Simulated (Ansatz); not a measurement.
CH$_{5}$NO$_{2}$Si

```xyz
10

N     1.2095    1.3112    0.3866
Si    0.3220   -0.0860    0.8634
C    -0.8664   -0.8813   -0.4379
O    -1.5200   -1.8649   -0.1969
O    -0.9153   -0.2616   -1.6287
H     0.7229    2.1907    0.2532
H     1.9653    1.2184   -0.2831
H     1.2746   -1.1769    1.2125
H    -0.5634    0.2627    2.0097
H    -1.5462   -0.7636   -2.1756
```

Level of theory: Ansatz 0.2.0, RKS PBE0-D4/def2-SVP.

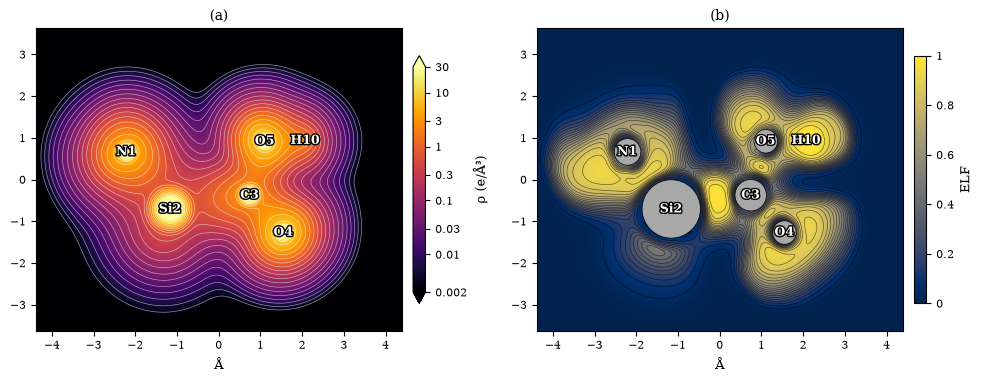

Figure 1. (a) total electron density; (b) electron localisation function on the plane of atoms C3, O5 and H10. Grey discs cover the atomic cores in the ELF map.

> Interpret the plot.

- The plane passes through N, Si, C, O and H nuclei.
- C–O (1.21 Å): ρ is about 3.4 e/Å³ halfway; the ELF peaks at about 0.85 between the atoms: a short, multiple covalent bond.
- Si–N (1.72 Å): ρ at the midpoint is about 1.1 e/Å³; the ELF peaks at about 0.90 between the atoms: a polar covalent bond.
- C–Si (1.93 Å): ρ at the midpoint is about 0.91 e/Å³; the ELF peaks at about 1 between the atoms; a shared electron pair.
- O–H (0.97 Å): the density is about 3.6 e/Å³ at the midpoint; the ELF climbs to about 1 towards the hydrogen, as it does in any bond to H; a covalent bond by its length.
- C–O (1.34 Å): the density is about 2.5 e/Å³ at the midpoint; the ELF peaks at about 0.90 between the atoms (a shared but strongly polarised pair).
- The ELF also peaks beside O4, N1 and O5, away from the bonds: lone-pair regions.

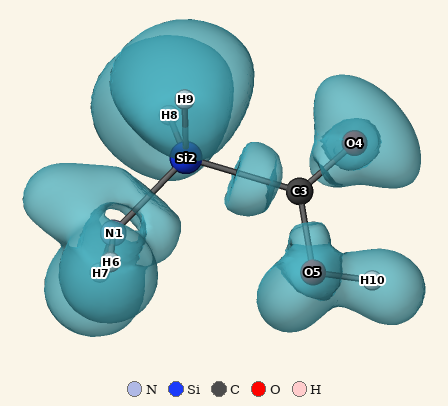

Figure 2. Isosurface of the electron localisation function at 0.75 (cyan), seen across its widest extent. Only the valence region is drawn (cores and ρ < 0.01 e/Å³ removed).

> Describe the localisation domains.

The ELF exceeds this value in one region between bonded C–Si atoms (shared pairs), two regions around hydrogen nuclei, one region on O in which the atom's valence shell and bonds are merged, one joined region spread over several atoms (H, N), in which their bonds and any lone pairs are merged and one joined region spread over several atoms (H, O), in which their bonds and any lone pairs are merged.

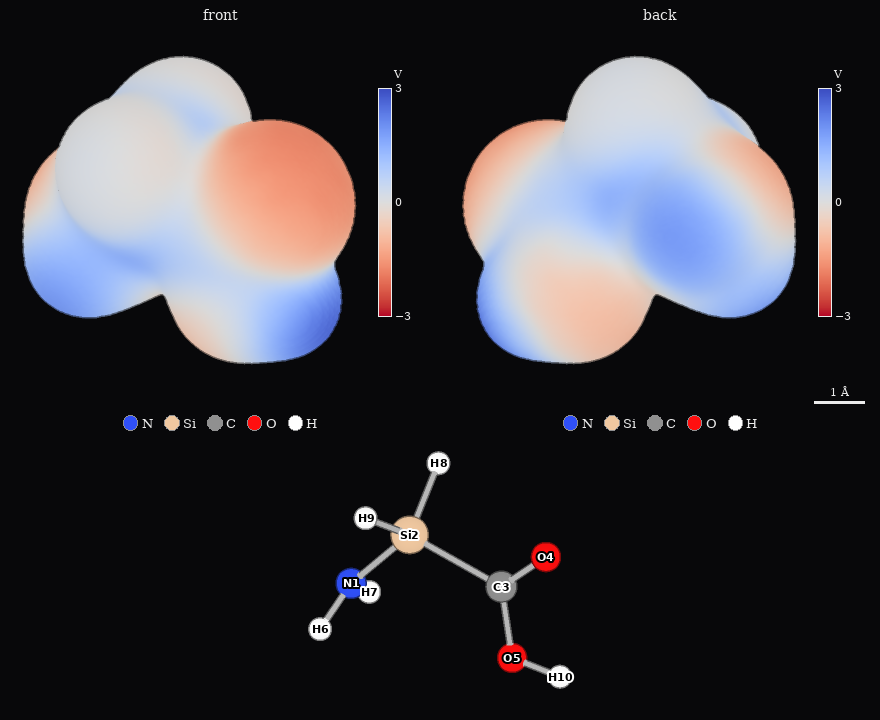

Figure 3. The electrostatic potential painted on the density surface at 0.002 e/bohr³, seen from the front and from behind; the colour scale runs from red (negative) to blue (positive). The bare structure is drawn below in the same view.

> Which sites attract a positive test charge, and which a negative one?

A positive charge is drawn to the negative regions and a negative charge to the positive ones. The most negative region (about −1.7 V) lies over O4, the most positive (about +2.5 V) over H10. O4 is the likeliest acceptor of a hydrogen bond.
